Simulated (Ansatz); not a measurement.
**SF4 (sulfur tetrafluoride) at 6 levels**

Aim: a comparison of 6 runs (HF/STO-3G, B3LYP/6-31G*, B2PLYP/6-311+G**, BHLYP/6-311+G**, BLYP/6-311+G**, HSE06/6-311+G**) of SF4 (sulfur tetrafluoride). 

Program for the calculation: Ansatz 0.2.0.

37 further runs of the same task are left out: 37 set aside as unsound or not needed.

### Step 1. The system as given

SF4: 5 atoms, total charge 0, spin state singlet. SMILES: `FS(F)(F)F`. One bond was lengthened or shortened from a relaxed shape.

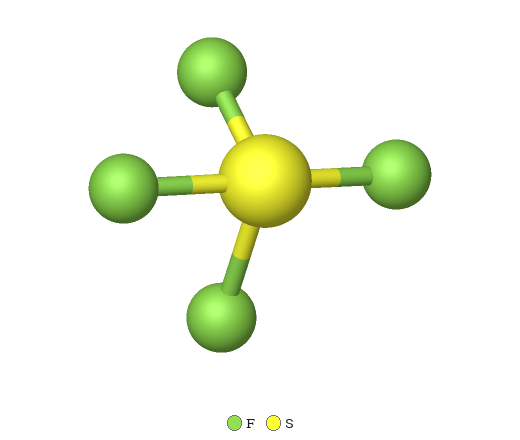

The structure, seen from a chosen angle (fluorine green, sulfur yellow).

### Step 2. A single-point energy at HF/STO-3G (run 1)

Contents of molecule.yaml:

```yaml
crystal:
  periodic: [false, false, false]
  atoms:
    - symbol: F
      position_ang: [-0.611700, -0.450345, 1.220825]
    - symbol: S
      position_ang: [0.013500, -0.579745, -0.194975]
    - symbol: F
      position_ang: [1.486200, -0.684345, 0.539425]
    - symbol: F
      position_ang: [-1.490600, -0.299645, -0.810175]
    - symbol: F
      position_ang: [0.400600, 1.124600, -0.563100]
basis:
  gaussian: {orbitals: STO-3G}
hamiltonian: {xc: hf}
accuracy: high
output: {orbitals: {seedname: orbitals}}
```

Run with:

```console
$ ansatz run molecule.yaml --threads 1 --pin off --max-ram 3480MiB --events-out events.jsonl --progress --plain --runs-dir runs
```

Output:

```text
Warning: RAYON_NUM_THREADS=1 ignored (pool sized by the plan → 1); use --threads N
Functional definition: HF
  name "HF"
  exchange = exact_x
  correlation = 0
584 factors; integrals over basis functions are off by at most 3.1e-8 eV
mean field evaluation 1: about -21353.4029 eV, gradient 3.9e1 eV
mean field evaluation 2: about -21353.6268 eV, gradient 3.9e1 eV
mean field evaluation 4: about -21360.9108 eV, gradient 2.3e0 eV
mean field evaluation 8: about -21360.9855 eV, gradient 1.7e-4 eV
mean field -21360.97634223 eV, -785.0014015873 hartree, gradient 1.8e-8 eV, S^2 0.000000; 0 other end points of the search recorded, 0 dependent functions left out
reference -21360.97634223 eV, -785.0014015873 hartree; 26, 26 occupied and 3, 3 virtual orbitals, 584 factors
Total energy: -21360.97634223 eV, -785.0014015873 hartree
```

It took 0.28 s on 1 thread of Arm Neoverse V1, shared host.

### Step 3. The energy at B3LYP/6-31G(d) (Cartesian functions) (run 2)

Contents of run.yaml:

```yaml
crystal:
  periodic: [false, false, false]
  atoms:
    - {symbol: F, position_ang: [-0.611700, -0.450345, 1.220825]}
    - {symbol: S, position_ang: [0.013500, -0.579745, -0.194975]}
    - {symbol: F, position_ang: [1.486200, -0.684345, 0.539425]}
    - {symbol: F, position_ang: [-1.490600, -0.299645, -0.810175]}
    - {symbol: F, position_ang: [0.400600, 1.124600, -0.563100]}
basis:
  gaussian: {orbitals: "6-31G*"}
accuracy: high
hamiltonian: {xc: {name: B3LYP}}
output: {orbitals: {seedname: orbitals}}
```

Run with:

```console
$ ansatz run run.yaml --threads 1 --pin off --max-ram 3480MiB --events-out events.jsonl --progress --plain --runs-dir runs
```

Output:

```text
Warning: RAYON_NUM_THREADS=1 ignored (pool sized by the plan → 1); use --threads N
Functional definition: B3LYP
  name "B3LYP"
  parameter a0 = 0.2
  parameter ax = 0.72
  parameter ac = 0.81
  exchange = (1 - a0 - ax)*slater_x + ax*b88_x + a0*exact_x
  correlation = (1 - ac)*vwn_rpa_c + ac*lyp_c
1633 factors; integrals over basis functions are off by at most 3.4e-9 eV
mean field evaluation 1: about -21692.9964 eV, gradient 6.2e1 eV
mean field evaluation 2: about -21674.6802 eV, gradient 1.2e2 eV
mean field evaluation 4: about -21699.3422 eV, gradient 7.3e0 eV
mean field evaluation 8: about -21699.5421 eV, gradient 7.1e-2 eV
mean field evaluation 16: about -21699.5421 eV, gradient 3.7e-5 eV
mean field -21699.54206484 eV, -797.4434624049 hartree, gradient 1.3e-8 eV, S^2 0.000000; 0 other end points of the search recorded, 0 dependent functions left out
reference -21699.54208973 eV, -797.4434633196 hartree; 26, 26 occupied and 53, 53 virtual orbitals, 1633 factors
Total energy: -21699.54208973 eV, -797.4434633196 hartree
```

It took 6.3 s on 1 thread of Arm Neoverse V1, shared host; peak memory 0.24 GiB.

Runs 3 to 4 aren't shown in full; the table further down has their settings and results.

### Step 4. A single-point energy at BLYP/6-311+G(d,p) (run 5)

Contents of job.yaml:

```yaml
crystal:
  periodic: [false, false, false]
  atoms:
    - {symbol: F, position_ang: [-0.611700, -0.450345, 1.220825]}
    - {symbol: S, position_ang: [0.013500, -0.579745, -0.194975]}
    - {symbol: F, position_ang: [1.486200, -0.684345, 0.539425]}
    - {symbol: F, position_ang: [-1.490600, -0.299645, -0.810175]}
    - {symbol: F, position_ang: [0.400600, 1.124600, -0.563100]}
basis:
  gaussian:
    orbitals: 6-311+G_st__st_-spherical.json
magnetization:
  spin_polarized: false
hamiltonian:
  xc: {name: BLYP}
accuracy: high
output: {orbitals: {seedname: orbitals}}
```

The basis set 6-311+G** is read from a file made from the Basis Set Exchange's data (not shown).

Run with:

```console
$ ansatz run job.yaml --threads 1 --pin off --max-ram 3480MiB --events-out events.jsonl --progress --plain --runs-dir runs
```

Output:

```text
Warning: RAYON_NUM_THREADS=1 ignored (pool sized by the plan → 1); use --threads N
Functional definition: BLYP
  name "BLYP"
  parameter beta = 0.0042
  parameter a = 0.04918
  parameter b = 0.132
  parameter c = 0.2533
  parameter d = 0.349
  exchange = b88_x(beta = beta)
  correlation = lyp_c(a = a, b = b, c = c, d = d)
2190 factors; integrals over basis functions are off by at most 1.2e-8 eV
mean field evaluation 1: about -21695.0143 eV, gradient 7.7e1 eV
mean field evaluation 2: about -21642.2824 eV, gradient 2.0e2 eV
mean field evaluation 4: about -21702.9997 eV, gradient 2.1e1 eV
mean field evaluation 8: about -21703.6428 eV, gradient 3.6e-1 eV
mean field evaluation 16: about -21703.6377 eV, gradient 5.8e-4 eV
mean field -21703.63765447 eV, -797.5939725479 hartree, gradient 1.4e-8 eV, S^2 0.000000; 0 other end points of the search recorded, 0 dependent functions left out
reference -21703.63770669 eV, -797.5939744667 hartree; 26, 26 occupied and 92, 92 virtual orbitals, 2190 factors
Total energy: -21703.63770669 eV, -797.5939744667 hartree
```

Run time: 7.2 s. Hardware: 1 thread of Arm Neoverse V1, shared host; peak memory 0.3 GiB.

### Step 5. A single-point energy at HSE06/6-311+G(d,p) (run 6)

Changes to job.yaml since step 4:

```diff
@@ -9,8 +9,4 @@
 basis:
-  gaussian:
-    orbitals: 6-311+G_st__st_-spherical.json
-magnetization:
-  spin_polarized: false
-hamiltonian:
-  xc: {name: BLYP}
+  gaussian: {orbitals: 6-311+G_st__st_-spherical.json}
+hamiltonian: {xc: {name: HSE06}}
 accuracy: high
```

The basis set 6-311+G** is read from a file made from the Basis Set Exchange's data (not shown).

Run with:

```console
$ ansatz run job.yaml --threads 1 --pin off --max-ram 3480MiB --events-out events.jsonl --progress --plain --runs-dir runs
```

Output:

```text
Warning: RAYON_NUM_THREADS=1 ignored (pool sized by the plan → 1); use --threads N
Functional definition: HSE06
  name "HSE06"
  parameter a = 0.25
  parameter omega = 0.11/bohr
  exchange = pbe_x - a*pbe_x_sr(omega) + a*exact_x_sr(omega)
  correlation = pbe_c
2190 factors; integrals over basis functions are off by at most 1.2e-8 eV
112 factors; integrals over basis functions are off by at most 1.7e-9 eV
mean field evaluation 1: about -21681.7002 eV, gradient 6.7e1 eV
mean field evaluation 2: about -21661.2187 eV, gradient 1.3e2 eV
mean field evaluation 4: about -21688.4128 eV, gradient 9.5e0 eV
mean field evaluation 8: about -21688.7939 eV, gradient 1.1e0 eV
mean field evaluation 16: about -21688.7962 eV, gradient 3.2e-4 eV
mean field -21688.79624072 eV, -797.0485606522 hartree, gradient 6.6e-8 eV, S^2 0.000000; 0 other end points of the search recorded, 0 dependent functions left out
reference -21688.79624638 eV, -797.0485608602 hartree; 26, 26 occupied and 92, 92 virtual orbitals, 2190 factors
Total energy: -21688.79624638 eV, -797.0485608602 hartree
```

It took 9.9 s on 1 thread of Arm Neoverse V1, shared host; peak memory 0.42 GiB.

### Step 6. All runs side by side

```csv
run,level,Cartesian functions,frozen core orbitals,energy (Eh),HOMO energy (eV),LUMO energy (eV),HOMO–LUMO gap (eV),wall time
1,HF/STO-3G,no,–,-785.001402,-7.05,6.23,13.27,0.28 s
2,B3LYP/6-31G* (Cartesian functions),yes,–,-797.443463,-9.44,-3.06,6.39,6.3 s
3,B2PLYP/6-311+G**,no,9,-797.184903,-12.14,-2.47,9.68,14 s
4,BHLYP/6-311+G**,no,–,-797.412933,-12.21,-2.84,9.36,11 s
5,BLYP/6-311+G**,no,–,-797.593974,-8.90,-4.66,4.24,7.2 s
6,HSE06/6-311+G**,no,–,-797.048561,-10.19,-4.23,5.96,9.9 s
```

### Step 7. Results

| quantity | value |
| --- | --- |
| run 6: total energy | -797.04856 Eh |
| run 6: HOMO energy | -10.19 eV |
| run 6: LUMO energy | -4.23 eV |
| run 6: HOMO–LUMO gap | 5.96 eV |

The HOMO–LUMO gap runs from 4.24 eV (BLYP/6-311+G**) to 13.27 eV (HF/STO-3G). The two ends differ in method and basis. Totals of different functionals can't be ranked against each other. In run 1 the basis is minimal, so the values are rough. All runs together took 48 s, the longest 14 s.
